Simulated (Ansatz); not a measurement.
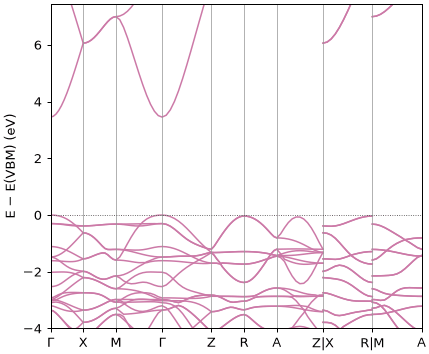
Figure. Band structure from DFT-PBEsol in the program Ansatz with PAW potentials

**Question.** Read off the gap and where the band edges lie.

**Answer.** About 3.5 eV (3.45 eV by a search for the band edges); maximum at Γ, minimum at Γ.

The material is ZnF2 (rutile, P4_2/mnm).

The cell was relaxed with PBEsol under the symmetry of its start.

Potentials: the later of the program's two PAW sets.
